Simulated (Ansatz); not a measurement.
# Ligand exchange: SnH3F + Cd(CH3)(SH) → SnH3(SH) + Cd(CH3)F

Species: SnH3F `[F][SnH3]`, singlet; Cd(CH3)(SH), singlet; SnH3(SH), singlet; Cd(CH3)F, singlet. The partners trade F for SH: Sn–F and Cd–SH bonds give way to Sn–SH and Cd–F.

Shapes, held fixed at every level: PBE0-D4/def2-TZVP. Programs: Ansatz 0.2.0. Electronic energies: no zero-point or thermal term.

| level | kind | ΔE (kJ/mol) | less CCSD(T)/def2-TZVPP | CPU time (sum over the molecules) |
| --- | --- | --- | --- | --- |
| HF/def2-SVP | Hartree–Fock | +36.8 | +2.2 | – |
| HF/def2-TZVPP | Hartree–Fock | +42.9 | +8.3 | – |
| r2SCAN-D4/def2-TZVPP | meta-GGA | +32.6 | -2.0 | 30 s |
| B3LYP-D4/def2-TZVPP | global hybrid | +32.4 | -2.2 | 26 s |
| PBE0-D4/def2-TZVPP | global hybrid | +32.9 | -1.7 | 16 s |
| wB97X-V/def2-TZVPP | range-separated hybrid | +34.5 | -0.1 | 52 s |
| B2PLYP/def2-TZVPP | double hybrid | +34.9 | +0.3 | 32 s |
| CCSD(T)/def2-TZVPP | coupled cluster or CI | +34.6 | 0.0 | 7.2 min |

The highest level, CCSD(T)/def2-TZVPP, gives ΔE = +34.6 kJ/mol; the levels span +32.4 to +42.9. The column of differences is taken from that level and isn't an error. No measured value is set beside it here. For atoms past krypton def2 sets carry core potentials with scalar relativity. Correlated rows may include outer-core shells of Cd, Sn, which these sets cover unevenly. Times are processor times on shared x86 and Arm servers, and rough.

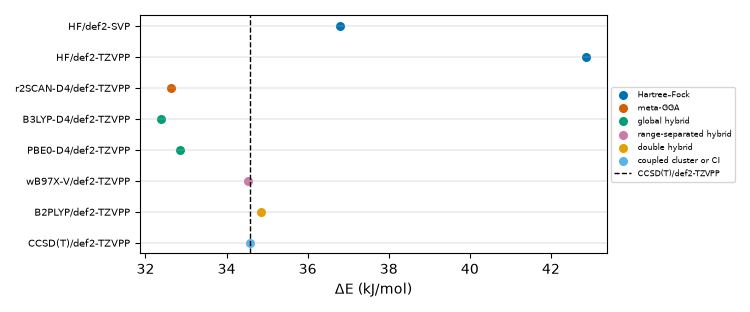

The values of the table, level by level.
